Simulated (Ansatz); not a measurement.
## Fields on a plane of NaCl (rock salt)

```
NaCl
1.0
    0.00000     2.80101     2.80101
    2.80101     0.00000     2.80101
    2.80101     2.80101     0.00000
Na Cl
1 1
Direct
  0.00000   0.00000   0.00000
  0.50000   0.50000   0.50000
```

The slice is a {111} plane (indices of the conventional cell) through the point (0.500, 0.500, 0.500) (fractional), spanned by u = [100] and v = [-1 2 0] in vectors of this cell: u (3.96 Å) and v (6.86 Å, at 90° to u). It covers one period; positions are fractions (u, v).

Atoms on it: Cl at (0.00, 0.00); Cl at (0.50, 0.50).

All values below come from PBEsol (plane waves to 420 eV, PAW, scalar-relativistic; Ansatz, an electronic-structure program). k mesh 10×10×10. These are valence fields of a PAW run, semicore shells included where kept as valence: close to a nucleus they are smooth pseudo fields. NaCl was relaxed with its symmetry unable to fall.

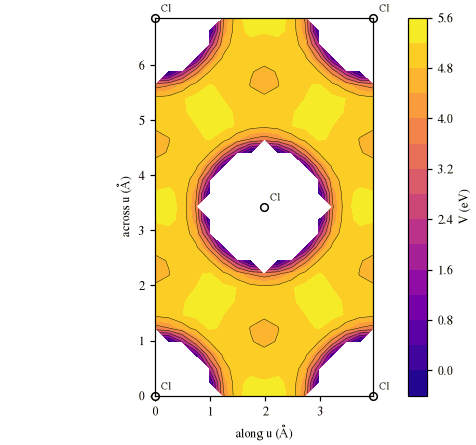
Fig. 1. Electrostatic potential energy of an electron, from the cell's mean, in eV, one period of the plane, atoms marked. Points within 1 Å of a nucleus are left white, as the pseudised field means little there. The zero, the cell's mean, hangs on the PAW cores.

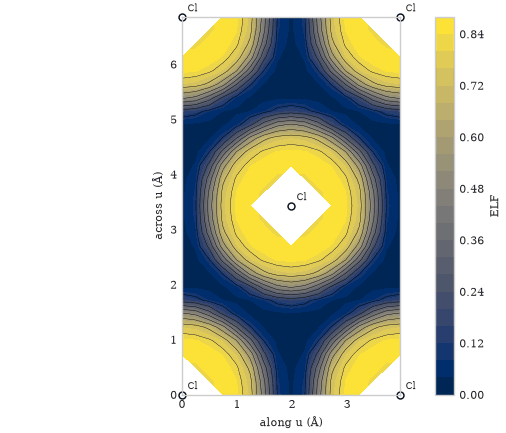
Figure: Electron localisation function (ELF), one period of the plane, atoms marked. Points within 0.5 Å of a nucleus are left white, as the pseudised field means little there.
